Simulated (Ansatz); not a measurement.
# How BiAs (hypothetical, Fm-3m) expands on warming, part 3 of 3

Wanted: α(T), C_P(T) and B(T) of BiAs (hypothetical) in the quasi-harmonic approximation. The compound is hypothetical: it was made by swapping elements on a known structure type.

Ansatz 0.2.0; DFT PBEsol, scalar-relativistic, plane waves, PAW.

So far. Step 2 (A first coarse run): The start is under 110 GPa at this level and looks like a metal on this mesh. Step 6 (Tight relaxation): The residual pressure is -2.2e-5 GPa, small enough for phonons.

**8. Phonons on strained cells, q-mesh 4×4×4**

Thermal expansion follows from how the free energy of the vibrations (and of the electrons in a metal) changes with strain, so the program makes strained cells, their phonons and a fit in one run.

Input file input.yaml:

```yaml
crystal:
  lattice:
    - [0.0, 2.9713758404, 2.9713758404]
    - [2.9713758404, 0.0, 2.9713758404]
    - [2.9713758404, 2.9713758404, 0.0]
  atoms:
    - { symbol: Bi, position: [0.5, 0.5, 0.5] }
    - { symbol: As, position: [0.0, 0.0, 0.0] }
kpoints:
  mp_grid: { grid: [12, 12, 12] }
hamiltonian:
  xc: pbesol
scf:
  occupations: { method: gaussian, width: 0.01 }
output:
  eigenvalues: true
phonons:
  method: dfpt
  qmesh: [4, 4, 4]
  temperatures: { t_max: 800.0, t_step: 50 }
  thermal_expansion: {}
```

The run is started by

```
ansatz run input.yaml --threads 4 --pin off --max-ram 8192MiB --backend cpu --events-out ev --progress --plain --runs-dir out
```

Numbers of over 12 decimals in the logs are rounded to 6 here.

The log of the run:

```text
The last accepted step is kept in <dir> (removed where the run ends without a failure and the disk answers)
Engine: ansatz 0.2.0, aarch64-unknown-linux-gnu
Pseudopotentials: kind: paw
Pseudopotential: Bi, paw, valence charge 15, recommended cutoff 420 eV (normal), Bi.paw.azcp
Pseudopotential: As, paw, valence charge 15, recommended cutoff 420 eV (normal), As.paw.azcp
Functional definition: PBEsol
  exchange = pbesol_x
  correlation = pbesol_c
Crystal: 2 atoms, lattice volume = 52.469 Å³
Basis set: ecut = 487.2 eV, 1243 PW (Γ), exchange–correlation on 64×64×64 points (8 copies of the dense FFT grid, shifted against one another)
Bands: 19, of which v1, the nominal top of the filled ones, is band 15 counted from 1 (14 counted from 0)
Symmetry: 48 space group operations
Space group: Fm-3m (ITA 225), of the structure as read, at distance tolerance 3.7e-5 Å
k-points: 72 of 1728
Non-local potential: Bi, projectors of the file, l = 0: 2, l = 1: 2, l = 2: 2, l = 3: 2
Non-local potential: As, projectors of the file, l = 0: 2, l = 1: 2, l = 2: 3, l = 3: 1
PAW form: soft (Blöchl's): semilocal exchange-correlation on the pseudo side does not see the compensation charge
PAW frozen core: Bi, regenerated for the run's functional, and the local potential with it (the file was generated under x = pbe(κ = 0.804, μ = 0.219515), c = pbe(β = 0.066725))
PAW frozen core: As, regenerated for the run's functional, and the local potential with it (the file was generated under x = pbe(κ = 0.804, μ = 0.219515), c = pbe(β = 0.066725))
PAW one-centre angular grid: Bi, 590 points (default); XC on 64 Gauss nodes
PAW one-centre angular grid: As, 590 points (default); XC on 64 Gauss nodes
Initial density: superposition of atomic densities (neutral atoms: chi_scale 0, normalization atom), corrected by the library's trained network
Initial wavefunctions: pseudopotential atomic-orbital guess
Functional: x = pbesol(κ = 0.804, μ = 0.123457), c = pbesol(β = 0.046)
SCF iter   1: F=—  HF=-17055.015570 eV  |F-HF|=—  |Δ(HF+E_count)|=         —  Δρ=1.15e-3  dr2=5.26e-4  ethr=1.77e-3  ⟨swp⟩=6.5  Hψ=6395  notcnv=0
preconditioner: auto → none  [insulator: Δε(μ)=0.089 eV  Ē_g=9.565 eV  σ=0.010 eV  W_gap=1.00  n_scr=14 (ndim 8)  ℏωp=16.2 eV  f_vac=0.001  D(μ)=0.00/eV (n_scr^D=0)  ε∞_Penn≈3.9]
SCF iter   2: F=—  HF=-17055.014488 eV  |F-HF|=—  |Δ(HF+E_count)|=   1.08e-3  Δρ=6.11e-4  dr2=1.18e-4  ethr=1.75e-6  ⟨swp⟩=3.0  Hψ=3588  notcnv=0
SCF iter   3: F=—  HF=-17055.014520 eV  |F-HF|=—  |Δ(HF+E_count)|=   3.16e-5  Δρ=1.69e-4  dr2=1.10e-5  ethr=3.92e-7  ⟨swp⟩=2.0  Hψ=2085  notcnv=0
SCF iter   4: F=—  HF=-17055.014501 eV  |F-HF|=—  |Δ(HF+E_count)|=   1.87e-5  Δρ=5.26e-5  dr2=9.28e-7  ethr=3.68e-8  ⟨swp⟩=2.0  Hψ=1758  notcnv=0
[...]
E_hartree    = 1397.510164
  E_xc         = -229.484925
  E_vxc        = -223.988720  (∫ρ·V_xc dr)
  E_paw        = -12302.056841  (= ΣΔE_a)
  E_vpaw       = -55.621683  (= ΣTr[D̂ρ^β])
  E_aug_tail   = -0.000382  (compensation charges beyond the density's cutoff)
  E_ewald      = -3093.724256
  E_core_change = 1.056181  (= ΣΔE_core)
  E_smearing   = -0.000000  (= −TS)
  E_closure    = 0.000000  (closes the sum)
  Σ components = -17055.014505   (vs F -17055.014505, Δ=0.00e0)
--- Forces (eV/Å), atoms counted from 1 ---
  atom   1  Bi     0.00000000     0.00000000     0.00000000
  atom   2  As    -0.00000000    -0.00000000    -0.00000000
  max |Σ_I F_I| component: 1.09e-28 eV/Å
--- Stress (GPa, compression-positive) ---
       -0.002600      -0.000000      -0.000000
        0.000000      -0.002600      -0.000000
        0.000000       0.000000      -0.002600
  P = ⅓ Tr σ = -0.0026 GPa (-0.026 kbar)
--- Band table (eV; the first three rows and the last of 72) ---
  k-point 0: bands = [... 11 lower, 4.6709, 9.3514, 9.3514, 9.3514, 14.7778, 14.7778, 14.7778, 16.7164]
  k-point 1: bands = [... 11 lower, 4.3949, 9.3723, 9.3723, 9.4835, 14.3455, 14.4210, 14.4210, 16.5246]
  k-point 2: bands = [... 11 lower, 3.6877, 9.4414, 9.4414, 9.7686, 13.4966, 13.6448, 13.6448, 16.4655]
  k-point 71: bands = [... 11 lower, 0.6977, 5.9918, 5.9918, 10.8712, 11.6238, 16.3639, 16.3639, 18.0462]
── thermal expansion: 3 new cells, 3 in all ──
thermal expansion: relaxation of cell 2
thermal expansion: relaxation of cell 3
── thermal expansion: 2 new cells, 5 in all ──
thermal expansion: relaxation of cell 4
thermal expansion: lower-state search of cell 4
thermal expansion: electrons of cell 4
thermal expansion: phonons of cell 4
WARN: thermal expansion, phonons of cell 4: eigensolver did not converge (k=6): 1 band(s) unlocked after 20 sweeps at ethr=1.00e-12 eV (lowest unlocked band 18, counted from 0; max residual 2.62e-5 eV among the unlocked bands, 2.62e-5 eV over every band)
WARN: thermal expansion: eigensolver_not_converged in the phonons of 1 cell: 4
WARN: thermal expansion: phonon_interpolation_lacks_dipole_term in the phonons of 1 cell: 4
WARN: thermal expansion: vibrations_at_or_below_zero in the phonons of 1 cell: 4
this run last wrote the structure of step 1 to <dir>
--- Relaxed structure (1 steps of the walk, 1 accepted, 0 SCFs on fresh bases) ---
  F+E_penalty+E_count = -17055.01450525 eV   max|allowed force component| = 5.509e-29 eV/Å
  atoms:
    - { symbol: Bi, position: [0.5, 0.5, 0.5] }
    - { symbol: As, position: [0.0, 0.0, 0.0] }
--- Thermal expansion: 5 cells in 2 rounds, 0 GPa ---
  no lower state was reached at cell 4
  not told: vibrations stand at or below zero in cell 4 (0.047 modes a cell, the lowest at -128.5 cm⁻¹): the crystal is at no minimum there, or its k-points are too few: type the crystal that it becomes, another pressure, or a denser kpoints.mp_grid, in a new run
  eigensolver_not_converged in the phonons of 1 cell: 4
  phonon_interpolation_lacks_dipole_term in the phonons of 1 cell: 4
  vibrations_at_or_below_zero in the phonons of 1 cell: 4
Error: vibrations stand at or below zero in cell 4 (0.047 modes a cell, the lowest at -128.5 cm⁻¹): the crystal is at no minimum there, or its k-points are too few: type the crystal that it becomes, another pressure, or a denser kpoints.mp_grid, in a new run
[key lines of the parts left out:]
SCF converged after 7 iterations
Free energy (F): -17055.014505 eV
Fermi energy:    10.962251 eV
```

Elapsed: 14 min, on 4 threads of Arm Neoverse V1, shared host; peak memory 4.9 GiB; 54 min of CPU time.

The run ended with an error.

The program's message: “vibrations stand at or below zero in cell 4 (0.047 modes a cell, the lowest at -128.5 cm⁻¹): the crystal is at no minimum there, or its k-points are too few: type the crystal that it becomes, another …”

**9. Phonons of the refused cell**

The study refused this cell, so its phonons are run alone to see which modes are imaginary.

input.yaml, the sections that differ from step 8:

```yaml
phonons:
  method: dfpt
  qmesh: [4, 4, 4]
  temperatures: { t_max: 1000, t_step: 50 }
  qpath:
    path:
      - [[0.0, 0.0, 0.0], [0.5, 0.0, 0.5], [0.625, 0.25, 0.625]]
      - [[0.375, 0.375, 0.75], [0.0, 0.0, 0.0], [0.5, 0.5, 0.5], [0.5, 0.25, 0.75], [0.5, 0.0, 0.5]]
    npoints: 10
# crystal, kpoints, hamiltonian, scf, output: as in step 8
```

The log of the run:

```text
[...]
Crystal: 2 atoms, lattice volume = 52.469 Å³
Basis set: ecut = 420 eV, 965 PW (Γ), exchange–correlation on 60×60×60 points (8 copies of the dense FFT grid, shifted against one another)
Bands: 19, of which v1, the nominal top of the filled ones, is band 15 counted from 1 (14 counted from 0)
Symmetry: 48 space group operations
k-points: 72 of 1728
[...]
SCF iter   1: F=—  HF=-17055.013859 eV  |F-HF|=—  |Δ(HF+E_count)|=         —  Δρ=1.14e-3  dr2=5.16e-4  ethr=1.77e-3  ⟨swp⟩=6.5  Hψ=6380  notcnv=0
[...]
SCF iter   7: F=-17055.012868 eV  HF=-17055.012868 eV  |F-HF|=3.64e-12  |Δ(HF+E_count)|=  1.89e-10  Δρ=1.34e-7  dr2=5.93e-12  ethr=1.00e-12  ⟨swp⟩=7.0  Hψ=7304  notcnv=0
SCF 1 converged in 7 iterations: F = -17055.012868 eV  dr2 = 5.93e-12
[...]
SCF iter   8: F=-17055.012868 eV  HF=-17055.012868 eV  |F-HF|=0.00e0  |Δ(HF+E_count)|=    0.00e0  Δρ=5.87e-9  dr2=1.88e-14  ethr=1.00e-12  ⟨swp⟩=1.1  Hψ=3038  notcnv=0
SCF 2 converged in 8 iterations: F = -17055.012868 eV  dr2 = 1.88e-14
k-points: 163 of 1728 (irreducible under 8 space group operations, time reversal used)
[...]
SCF iter   3: F=-17055.012868 eV  HF=-17055.012868 eV  |F-HF|=5.82e-11  |Δ(HF+E_count)|=  1.13e-10  Δρ=2.40e-7  dr2=2.37e-11  ethr=1.00e-12  ⟨swp⟩=4.6  Hψ=14282  notcnv=0
SCF 3 converged in 3 iterations: F = -17055.012868 eV  dr2 = 2.37e-11
NSCF: frozen V_eff on 163 k-points
[...]
DFPT response loops at q = (0, 0, 0) (fractional): preconditioner auto → Resta (q_TF=auto, 2.486 Å⁻¹)  ε∞=26.0 (no band partly filled); β = 1.00, the filter's whole step (`scf.mixing.beta` (0.50) is not read by the response loops at its default; to damp them type it under 1.00, their step now; it binds the ground state too); Broyden in place of MSR1
[...]
SCF converged after 7 iterations
Free energy (F): -17055.012868 eV
[...]
Internal energy: -17055.012868 eV  (E = F + TS)
E sigma→0 (E₀):  -17055.012868 eV
Fermi energy:    10.962349 eV
[...]
--- Band table (eV; the first three rows and the last of 72) ---
  k-point 0: bands = [... 11 lower, 4.6709, 9.3516, 9.3516, 9.3516, 14.7781, 14.7781, 14.7781, 16.7167]
  k-point 1: bands = [... 11 lower, 4.3949, 9.3725, 9.3725, 9.4837, 14.3458, 14.4212, 14.4212, 16.5250]
  k-point 2: bands = [... 11 lower, 3.6877, 9.4415, 9.4415, 9.7687, 13.4968, 13.6450, 13.6450, 16.4659]
  k-point 71: bands = [... 11 lower, 0.6978, 5.9919, 5.9919, 10.8714, 11.6239, 16.3643, 16.3643, 18.0463]
--- Phonons (Γ-DFPT): 2 representative perturbations + reference (Σ response iterations 6) ---
  ASR residual: 1.457e-4 → 0.000e0 eV/Å²; symmetrization residual: 1.032e-5 eV/Å²
  ASR residual per site (eV/Å²): 1.46e-4 2.68e-5
  Γ frequencies (cm⁻¹): -128.39 -128.39 -128.39 0.00 0.00 0.00
--- Phonons (arbitrary-q DFPT): 8 irreducible q on the 4×4×4 mesh ---
  q = [0.0000, 0.0000, 0.0000] (star 1, of the zone-centre solve; hermiticity 6.18e-6, symmetrization 1.58e-11): -128.39 -128.39 -128.39 -0.00 0.00 0.00
  q = [0.0000, 0.0000, 0.2500] (star 8, 2 solved perturbations on 936 of 1728 k-point pairs; hermiticity 8.53e-6, symmetrization 6.29e-12): 50.20 50.20 72.77 130.29 130.29 153.28
[...]
q = [0.0000, 0.2500, 0.2500] (star 6, 4 solved perturbations in 1608 linear systems a pass and spin channel, the states on 510 of 1728 k-point pairs; hermiticity 3.75e-6, symmetrization 1.22e-12): 17.61 17.61 71.70 71.70 84.54 143.41
[...]
sum rule: each row above includes the acoustic sum rule's correction from the zone centre's row sums; it moved no ω² by more than (0.44 cm⁻¹)²
  mesh force constants: q→R imaginary residual 2.04e-18; ASR residual 1.457e-4 → 0.000e0 eV/Å²; symmetrization residual 2.665e-15 eV/Å²
  interpolated dispersion: 62 rows × 6 modes
  density of states and harmonic sums: on the 20×20×20 q-mesh, interpolated from the force constants of a 4×4×4 supercell (no non-analytic term)
  largest difference from the sums on the solved wave vectors: F 6.83e-4 eV, S 4.83e-6 and C_V 3.10e-6 eV/K
  zero-point energy: 0.033279 eV/cell   skipped modes (ω ≤ 0): 43, of them read as no rigid motion or as one in doubt: 40 (6.988e-2 modes/cell left out, lowest -128.39 cm⁻¹)   left out of the sums: 1.17e-2 of the cell's modes: C_V's classical limit lies that fraction below 3 k_B per atom; for a crystal, a wire or a layer, F and S can be off by more, and a phonons.interpolated_qmesh denser along its periods is the remedy for the sampling
```

It took 7.4 min on 4 threads; peak memory 4.2 GiB.

Numbers from this step:

| Property | Result |
| --- | --- |
| Γ frequencies | -128.4, -128.4, -128.4, 0, 0, 0 cm⁻¹ (negative: imaginary) |
| lowest frequency on the path | -128.4 cm⁻¹ |
| point group | m-3m |
| highest frequency | 171.7 cm⁻¹ |

No LO-TO term. Phonon branches along the path, in cm⁻¹:

```csv
point,branch 1,branch 2,branch 3,branch 4,branch 5,branch 6
Γ,-128,-128,-128,0,0,0
X,22,22,41,97,97,100
U,45,46,64,91,120,142
jump to K,45,46,64,91,120,142
Γ,-128,-128,-128,0,0,0
L,76,76,110,144,144,159
W,41,41,81,98,98,143
X,22,22,41,97,97,100
```

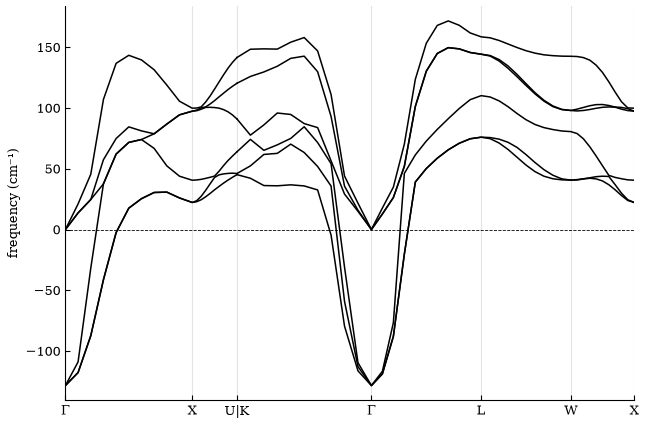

Phonon branches along the path.

Tetrahedra on 20 20 20, mean over bins of 5 cm⁻¹. The phonon density of states by wavenumber; read off at these points:

```csv
wavenumber (cm⁻¹),phonon density of states (1/cm⁻¹/cell)
-128,1.0e-5
-108,3.9e-4
-92,5.2e-4
-72,5.8e-4
-58,6.3e-4
-38,6.1e-4
-22,6.9e-4
-2,9.4e-4
12,0.00181
32,0.0202
42,0.0840
48,0.0761
68,0.0457
82,0.0497
98,0.0516
102,0.0470
118,0.0316
138,0.0411
142,0.0588
152,0.0283
172,2.5e-4
```

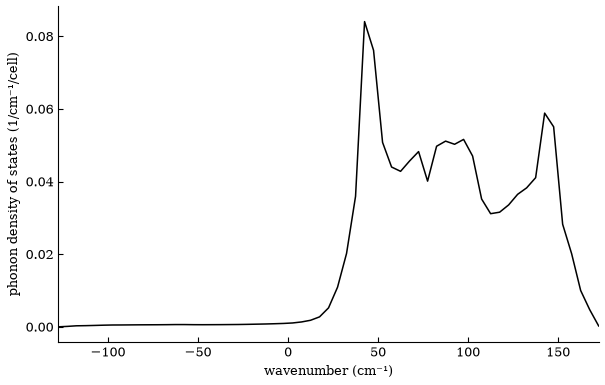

Phonon density of states against wavenumber.

No LO-TO term. Modes at Γ, with each element's share of the kinetic energy (negative means imaginary):

```csv
mode,frequency (cm⁻¹),symmetry,Bi %,As %
1,-128.4,T1u,26,74
2,-128.4,T1u,26,74
3,-128.4,T1u,26,74
4,0.0,T1u,74,26
5,0.0,T1u,74,26
6,0.0,T1u,74,26
```

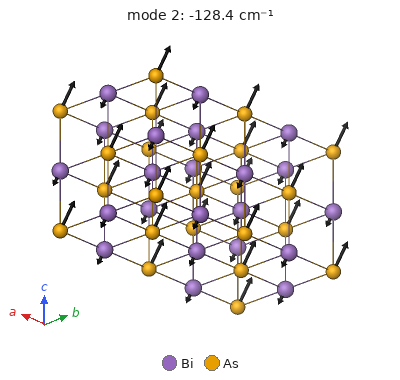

Displacement patterns of mode 2 at Γ; arrows are exaggerated. 2×1×1 conventional cells are drawn. Some periodic images of atoms are drawn too.

The modes has structure finer than the step of the table below, so its rows give means over 20 cm⁻¹, whole bins alone (the curve runs from -138 to 187 cm⁻¹). Peaks (cm⁻¹: height): As 100.9: 0.0357, 143.8: 0.0554; Bi 43.6: 0.0809.

Phonopy on the run's constants, 17x17x17 mesh, Gaussian sigma 2.3 cm⁻¹. Modes against wavenumber; means over each step; values in 1/cm⁻¹/cell:

```csv
wavenumber (cm⁻¹),As,Bi
-120,2.6e-4,1.0e-4
-100,1.8e-4,8.2e-5
-80,5.6e-4,3.2e-4
-60,2.3e-4,2.5e-4
-40,2.7e-4,4.8e-4
-20,7.3e-5,8.8e-4
0,1.2e-5,1.1e-4
20,5.7e-4,0.00538
40,0.00422,0.0492
60,0.00603,0.0402
80,0.0189,0.0288
100,0.0296,0.0160
120,0.0289,0.00420
140,0.0442,0.00285
160,0.0158,0.00105
```

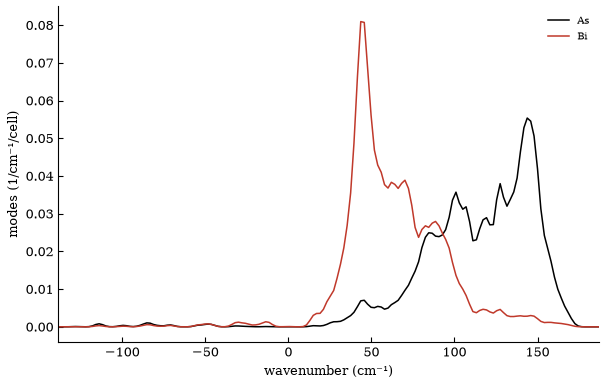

Modes, plotted against wavenumber.

The lowest solved frequency is -128 cm⁻¹, so the cell is unstable here and gives no valid free energy.

**10. What came out**

```json
{
  "lowest frequency at the solved wavevectors": "-128 cm⁻¹"
}
```

In words: With imaginary harmonic modes at the relaxed cell the quasi-harmonic free energy is undefined, so no expansion is obtained for this phase at this level. The softest solved mode is 128i cm⁻¹ at q = (0, 0, 0), and 1 of 8 solved wavevectors carry a mode beyond 8i cm⁻¹. The PAW files were made for PBE and are used here under another functional, for which the program regenerates the frozen cores.

[Logs are printed without paths, hosts, clocks, repeated set-up lines and the standing remarks that a program may print on its own settings, such as how far it seeks lower states.]

[Hosts, paths, dates, database ids (printed as entryN), source tags and the programs' standing remarks are cut or masked in the printed files.]

[A step with changed settings may run another functional than the one named; its input shows which.]

[Pressures of single members of a volume series are the stress at the run's cutoff; with an incomplete basis they can lie off −dE/dV of the same runs, and they are not shown converged.]
